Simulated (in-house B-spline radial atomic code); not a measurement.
## Sr⁶⁺: many-body perturbation calculation

Sr⁶⁺, core [Ar] 3d10 4s2. Computed at this level: configuration interaction of two valence electrons with many-body perturbation theory for the core (screened one- and two-electron correlation potentials), Breit and QED, no-pair Dirac, B-spline basis (in-house B-spline radial atomic code).

## The input
```
basis_form = 3
Z = 38
core_configuration = [Ar] 3d10 4s2
rms_radius = 4.224
mass_number = 88
speed_of_light = 137.035999084
box_radius = 11.25
lmax = 6
intervals = 63
virtual_cutoff = 2888.0
```

The run was one of a batch that the task file lists, launched with:
```bash
python <driver script> task.json out
```

The program writes its results to a structured record and prints no log; tables and figures of this report are taken from that record.

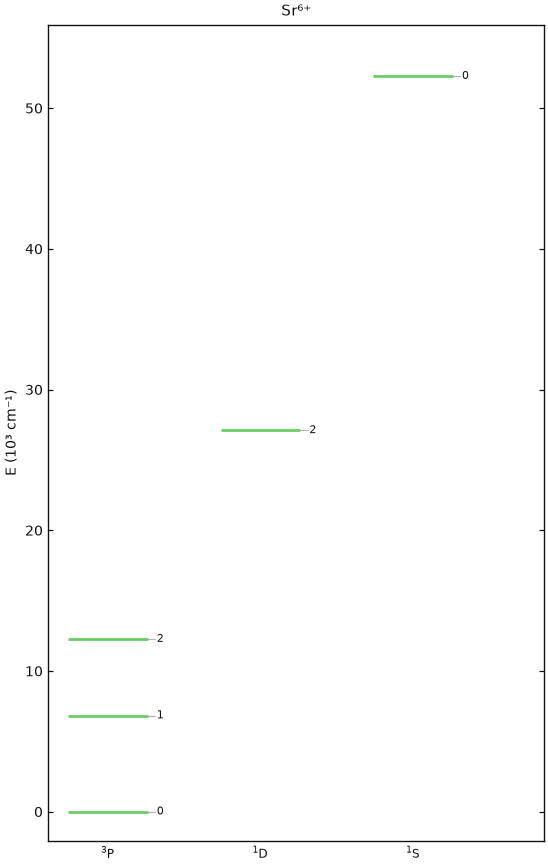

**Figure 1.** Levels of Sr⁶⁺, two electrons outside the core [Ar] 3d¹⁰ 4s². CI+MBPT: configuration interaction in the frozen-core Dirac–Hartree–Fock potential with screened core-valence correlation, Breit and QED terms; computed with a B-spline radial code. The lowest level is 4p² ³P₀. The first excited level, 4p² ³P₁, lies at 6,830 cm⁻¹. The ground term spreads over 12,300 cm⁻¹ in the order J = 0, 1, 2, a normal multiplet. All levels drawn have even parity, so no electric dipole line joins them. The ionisation energy is 105.0 eV, against 103.9 eV from CI without core-valence correlation and a tabulated theoretical value of 104.0 eV.

| Level | E (cm⁻¹) |
| --- | --- |
| 4p² ³P₀ | 0 |
| 4p² ³P₁ | 6,830 |
| 4p² ³P₂ | 12,270 |
| 4p² ¹D₂ | 27,100 |
| 4p² ¹S₀ | 52,270 |

## Summary

| quantity | value |
| --- | --- |
| outcome | converged |
| hardware | 1 CPU thread, shared host |
| wall time | 1.8 min |

## Remarks

Limits: the outer s2 shell is a soft core here, levels are rough.
